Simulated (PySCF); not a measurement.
**WClO$_{3}$ (charge −1): energy and gradient calculation**

System: WClO$_{3}$, charge −1.
Method: HF/def2-SVPD, RHF, core potentials def2-svp (PySCF 2.14.0).

The geometry comes from this level: GFN2-xTB. Figures and captions count atoms from 1; the log counts them from 0 in places.

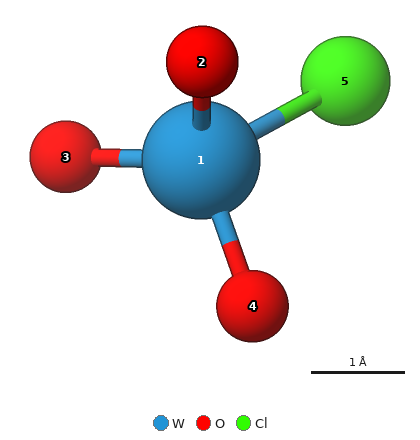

**Figure 1.** The structure as given in the input (ball-and-stick view, seen at a tilt; atoms are numbered from 1 in the order of the input). Sticks mark near contacts. Bond lengths as drawn: Cl–W 2.27 Å and O–W 1.70 Å.

Results in brief

```tsv
quantity	value
outcome	converged
total energy	−750.377061 hartree
basis functions	131
largest force	2.006 eV/Å
HOMO	−7.69 eV
LUMO	5.19 eV
hardware	1 thread of Intel Xeon @ 2.50GHz (Skylake/Cascade Lake), 189 GiB of memory available, shared host
wall time	55 s
peak memory	0.4 GiB
```

The record of the run, not the program, notes: dipole of an ion depends on the origin.

Input (calc.py)
```python
import pyscf.grad
from pyscf import gto, scf

molecule = gto.Mole()
molecule.atom = [
    ('W', (0.091580, 0.159630, 0.067130)),
    ('O', (0.032220, 0.018350, 1.765110)),
    ('O', (1.664480, 0.042420, -0.579790)),
    ('O', (-0.810700, 1.468510, -0.548360)),
    ('Cl', (-0.977580, -1.688910, -0.704090)),
]
molecule.max_memory = 1860
molecule.basis = 'def2-svpd'
molecule.ecp = {'W': 'def2-svp'}
molecule.verbose = 3
molecule.charge = -1
molecule.build()

hf = scf.RHF(molecule)
hf.conv_tol = 1e-10
hf.kernel()
if not hf.converged:
    hf = hf.newton().run(hf.mo_coeff, hf.mo_occ)

e_tot = hf.e_tot
print(f'total energy: {e_tot:.8f} hartree')
grad = hf.Gradients().kernel()
hf.analyze()
```

Launched with:
```bash
OMP_NUM_THREADS=1 python calc.py
```

What the program printed
```
converged SCF energy = -750.377060598636
total energy: -750.37706060 hartree
--------------- RHF gradients ---------------
         x                y                z
0 W     0.0063687432     0.0115959482     0.0049052559
1 O    -0.0043180256    -0.0069549451    -0.0292973987
2 O    -0.0289530088    -0.0075007619     0.0058236929
3 O     0.0083821146    -0.0288700363     0.0054505198
4 Cl     0.0185201766     0.0317297950     0.0131179300
----------------------------------------------
**** MO energy ****
MO #1   energy= -104.647756813503  occ= 2
MO #2   energy= -20.3766192329948  occ= 2
MO #3   energy= -20.3766078841879  occ= 2
MO #4   energy= -20.3765832332437  occ= 2
MO #5   energy= -10.4100028791398  occ= 2
MO #6   energy= -7.88457811642673  occ= 2
MO #7   energy= -7.88241979676195  occ= 2
MO #8   energy= -7.88241848021117  occ= 2
MO #9   energy= -3.39105473763695  occ= 2
MO #10  energy= -1.89282017949076  occ= 2
MO #11  energy= -1.89279870245599  occ= 2
MO #12  energy= -1.86899192614865  occ= 2
MO #13  energy= -1.0686124196212   occ= 2
MO #14  energy= -1.02292986565034  occ= 2
MO #15  energy= -1.02289133221895  occ= 2
MO #16  energy= -0.93216305090491  occ= 2
MO #17  energy= -0.431860078524632 occ= 2
MO #18  energy= -0.431843632304565 occ= 2
MO #19  energy= -0.40874517933727  occ= 2
MO #20  energy= -0.394258318116475 occ= 2
MO #21  energy= -0.394208968258124 occ= 2
MO #22  energy= -0.379505355818117 occ= 2
MO #23  energy= -0.314927728195091 occ= 2
MO #24  energy= -0.314888230680154 occ= 2
MO #25  energy= -0.297668738533176 occ= 2
MO #26  energy= -0.293141534974032 occ= 2
MO #27  energy= -0.282611600714403 occ= 2
MO #28  energy= -0.282536524666985 occ= 2
MO #29  energy= 0.190885057833507  occ= 0
MO #30  energy= 0.211214998929067  occ= 0
MO #31  energy= 0.226374945569555  occ= 0
MO #32  energy= 0.226379001130795  occ= 0
MO #33  energy= 0.258502549544833  occ= 0
MO #34  energy= 0.260668470044371  occ= 0
MO #35  energy= 0.260776476908545  occ= 0
MO #36  energy= 0.297884452305332  occ= 0
MO #37  energy= 0.305421535658258  occ= 0
MO #38  energy= 0.305482552859359  occ= 0
MO #39  energy= 0.333484781626939  occ= 0
MO #40  energy= 0.333595490768847  occ= 0
MO #41  energy= 0.364699672817616  occ= 0
MO #42  energy= 0.366128715331742  occ= 0
MO #43  energy= 0.36623393405963   occ= 0
MO #44  energy= 0.399911953966381  occ= 0
MO #45  energy= 0.39995157247985   occ= 0
MO #46  energy= 0.40799113400233   occ= 0
MO #47  energy= 0.429781966658029  occ= 0
MO #48  energy= 0.447640574051566  occ= 0
MO #49  energy= 0.448075953904252  occ= 0
MO #50  energy= 0.459689365920631  occ= 0
MO #51  energy= 0.476666020227881  occ= 0
MO #52  energy= 0.485388640931522  occ= 0
MO #53  energy= 0.48568524885568   occ= 0
MO #54  energy= 0.526213695820448  occ= 0
MO #55  energy= 0.529039036071683  occ= 0
MO #56  energy= 0.529105996425812  occ= 0
MO #57  energy= 0.603709280475704  occ= 0
MO #58  energy= 0.603761292005306  occ= 0
MO #59  energy= 0.634482066013223  occ= 0
MO #60  energy= 0.660809886241482  occ= 0
MO #61  energy= 0.661075902352399  occ= 0
MO #62  energy= 0.687394044458994  occ= 0
MO #63  energy= 0.72965945466702   occ= 0
MO #64  energy= 0.730669805032755  occ= 0
MO #65  energy= 0.730830502064763  occ= 0
MO #66  energy= 0.777951946683269  occ= 0
MO #67  energy= 0.778296946345519  occ= 0
MO #68  energy= 0.834031015853936  occ= 0
MO #69  energy= 0.852342090737214  occ= 0
MO #70  energy= 0.852488891117239  occ= 0
MO #71  energy= 0.936315308515672  occ= 0
MO #72  energy= 0.936643913356022  occ= 0
MO #73  energy= 0.936751296228066  occ= 0
MO #74  energy= 0.963199029803248  occ= 0
MO #75  energy= 0.963265819293565  occ= 0
MO #76  energy= 0.993151153216729  occ= 0
MO #77  energy= 1.01595856921082   occ= 0
MO #78  energy= 1.01625522575288   occ= 0
MO #79  energy= 1.03664691593757   occ= 0
MO #80  energy= 1.07854476265387   occ= 0
MO #81  energy= 1.11685292899342   occ= 0
MO #82  energy= 1.11713160762138   occ= 0
MO #83  energy= 1.19698393393615   occ= 0
MO #84  energy= 1.32255471323621   occ= 0
MO #85  energy= 1.34313465918962   occ= 0
MO #86  energy= 1.34324966529897   occ= 0
MO #87  energy= 1.38591695000916   occ= 0
MO #88  energy= 1.38622487367304   occ= 0
MO #89  energy= 1.51140243631043   occ= 0
MO #90  energy= 1.51165954474978   occ= 0
MO #91  energy= 1.55610065740793   occ= 0
MO #92  energy= 1.55740221229526   occ= 0
MO #93  energy= 1.55769940234155   occ= 0
MO #94  energy= 1.59951981890125   occ= 0
MO #95  energy= 1.61454631470165   occ= 0
MO #96  energy= 1.61513221406482   occ= 0
MO #97  energy= 1.74544580630652   occ= 0
MO #98  energy= 1.76093198928119   occ= 0
MO #99  energy= 1.78609452608196   occ= 0
MO #100 energy= 1.83448643817061   occ= 0
MO #101 energy= 1.84701681041286   occ= 0
MO #102 energy= 1.84810889596159   occ= 0
MO #103 energy= 1.94066387623033   occ= 0
MO #104 energy= 1.94078108928081   occ= 0
MO #105 energy= 2.00000262697249   occ= 0
MO #106 energy= 2.00052490618562   occ= 0
MO #107 energy= 2.00855573597073   occ= 0
MO #108 energy= 2.05719094053742   occ= 0
MO #109 energy= 2.2073341748963    occ= 0
MO #110 energy= 2.20854079941121   occ= 0
MO #111 energy= 2.27858574475764   occ= 0
MO #112 energy= 2.37645195648572   occ= 0
MO #113 energy= 2.37687540681046   occ= 0
MO #114 energy= 2.45368356665035   occ= 0
MO #115 energy= 3.3830012310631    occ= 0
MO #116 energy= 3.38300960701064   occ= 0
MO #117 energy= 3.38388206679961   occ= 0
MO #118 energy= 3.39488298250527   occ= 0
MO #119 energy= 3.39506007684325   occ= 0
MO #120 energy= 3.40362374670944   occ= 0
MO #121 energy= 3.42663130199246   occ= 0
MO #122 energy= 3.42668196243871   occ= 0
MO #123 energy= 3.52117467140558   occ= 0
MO #124 energy= 3.55673184017769   occ= 0
MO #125 energy= 3.55677541483173   occ= 0
MO #126 energy= 3.69136196686421   occ= 0
MO #127 energy= 3.85544447628068   occ= 0
MO #128 energy= 3.85572622485992   occ= 0
MO #129 energy= 4.03512370976536   occ= 0
MO #130 energy= 69.1256214302367   occ= 0
MO #131 energy= 576.757422417391   occ= 0

WARN: Weak orthogonality for localized orbitals 1.7121185838230495e-09

 ** Mulliken atomic charges  **
charge of    0W =      2.77686
charge of    1O =     -1.01528
charge of    2O =     -1.01439
charge of    3O =     -1.01926
charge of    4Cl =     -0.72793

WARN: System has nonzero charge -1; the dipole moment is origin-dependent.
Location of origin: [0. 0. 0.]

Dipole moment(X, Y, Z, Debye): -0.52446, -0.89705, -0.37160
```

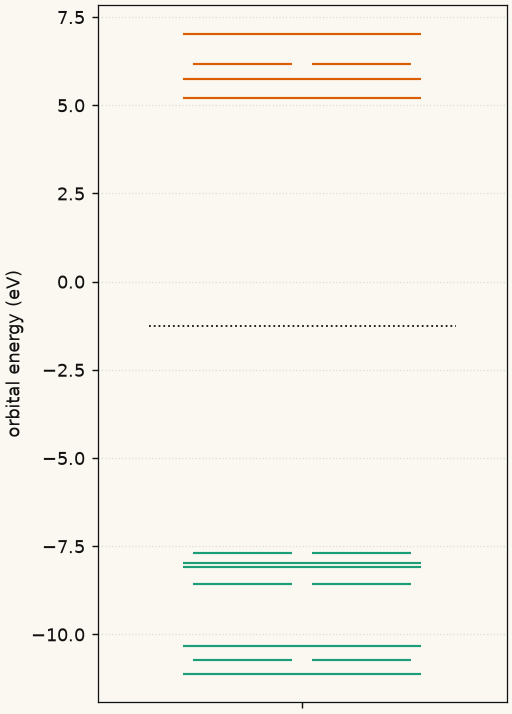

**Figure 2.** Orbital energies near the frontier; the dotted line parts filled from empty levels, and levels within 0.02 eV of each other stand side by side. Highest filled −7.69 eV, lowest empty 5.19 eV, 12.88 eV apart.
